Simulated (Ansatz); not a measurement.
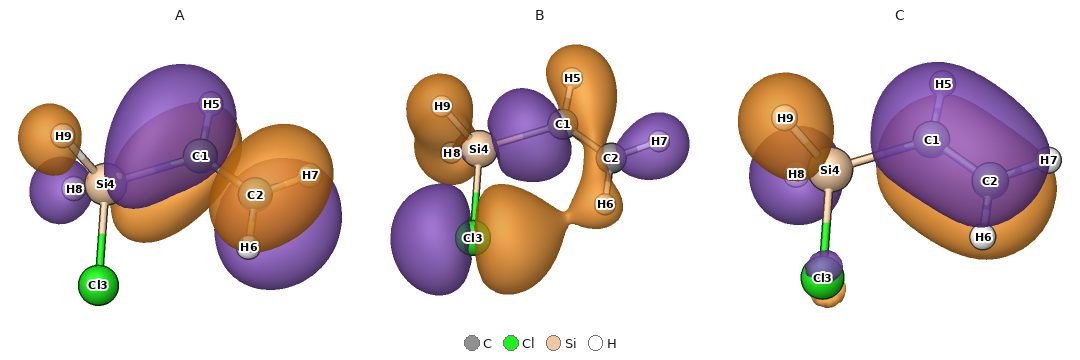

The picture shows: C$_{2}$H$_{5}$ClSi (SMILES C=C[SiH2]Cl). Three frontier orbitals at ±0.08 Å⁻³ᐟ² (orange and purple are the two phases), in no order.

Geometry: B3LYP-D3(BJ)/6-311G**.

Computed with Ansatz 0.2.0, isolated molecule in a Gaussian basis; Kohn-Sham density functional theory, functional PBE0.

Input

```
basis:
  gaussian:
    orbitals: def2-TZVPD
crystal:
  periodic: [false, false, false]
  atoms:
    - {symbol: C, position_ang: [0.229615, 1.988266, -1.591914]}
    - {symbol: C, position_ang: [0.918178, 1.057252, -2.252934]}
    - {symbol: Cl, position_ang: [-0.477782, -0.276644, 0.596485]}
    - {symbol: Si, position_ang: [-0.686193, 1.711752, 0.001651]}
    - {symbol: H, position_ang: [0.190037, 2.996818, -2.004119]}
    - {symbol: H, position_ang: [0.993994, 0.036114, -1.893108]}
    - {symbol: H, position_ang: [1.434220, 1.279877, -3.182014]}
    - {symbol: H, position_ang: [-2.135302, 1.972358, -0.151135]}
    - {symbol: H, position_ang: [-0.145641, 2.552704, 1.093346]}
hamiltonian:
  xc: pbe0
output:
  forces: true
  orbitals: {seedname: orbitals}
```

Command:

```sh
ansatz run input.yaml --threads 2 --pin off --max-ram 4350MiB --events-out events.jsonl --progress --plain --runs-dir runs
```

> Which picture is the HOMO−1, the HOMO and the LUMO?

B is the HOMO−1 (−8.89 eV). It lies mainly on Cl3 (about 50 %), C1 (about 15 %) and Si4 (about 15 %). C is the HOMO (−8.25 eV). By Hirshfeld shares it lies mainly on C2 (about 35 %), C1 (about 35 %) and Si4 (about 10 %); π-bonding across C2–C1. A is the LUMO (−0.81 eV). By Hirshfeld shares it lies mainly on C2 (about 35 %), C1 (about 30 %) and Si4 (about 15 %); π-antibonding (π*) across C2–C1.

> What is the HOMO–LUMO gap?

7.44 eV between the orbital energies.
